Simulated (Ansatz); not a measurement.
## A computed series for hypothetical I4/mmm Ge: pressure series

Consider Ge (space group I4/mmm, No. 139; a = 7.051 Å, c = 4.073 Å; a hypothetical phase, not in the database extracts checked).

Cell and atoms are relaxed at each pressure.

Levels (all Ansatz, a first-principles code, PAW): PBE (420 eV, spin-orbit coupling left out); PBEsol (420 eV, no spin-orbit coupling).

The base cell above is that of PBE; each level relaxes its own structures.

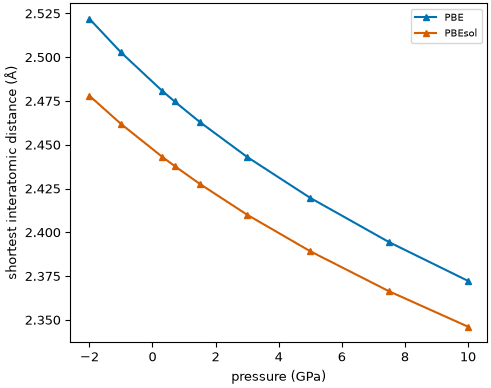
*Shortest interatomic distance under two levels*

Question: How do the two levels compare along the series?

Answer: PBE lies above PBEsol in every row, by 0.026 Å to 0.044 Å. They put the cases in the same order.

The mesh was chosen for an insulator and is coarse for the gapless case. Load acts through the strain it causes; cell and atoms are relaxed under it. Whether these cells are dynamically stable was not tested. Competing high-pressure phases were not computed.
